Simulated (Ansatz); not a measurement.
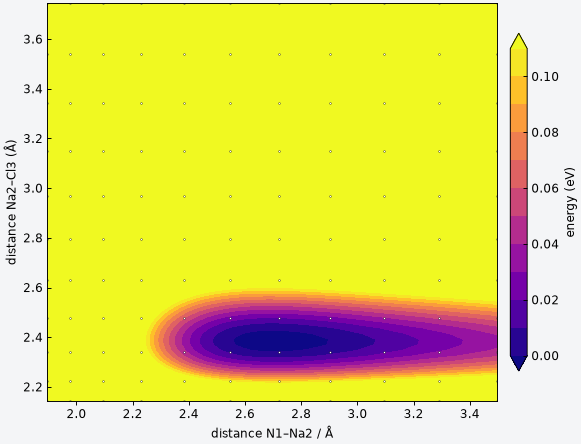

The system N + NaCl, spin multiplicity 4. Coordinates scanned: (1) distance N1–Na2; (2) distance Na2–Cl3. Nothing is relaxed (the angle N1–Na2–Cl3 is fixed at 120 degrees). The grid has 11 × 11 points. Points are written as (first, second). All energies are given in eV relative to the lowest grid point. These are results of UKS PBE0-D4/def2-SVPD in Ansatz, not measurements.

Drawn: filled contours, dots at the grid points, one colour for all values above the top of the scale. Between grid points the surface is interpolated.

### Estimate the position of the minimum and the force constants in these coordinates.

The interpolated minimum is at distance N1–Na2 ≈ 2.701 Å, distance Na2–Cl3 ≈ 2.384 Å. The curvatures there are about 0.45 eV/Å² and 6.5 eV/Å², with a cross term of about 0.04 eV/Å². Round the minimum the two coordinates are nearly uncoupled.
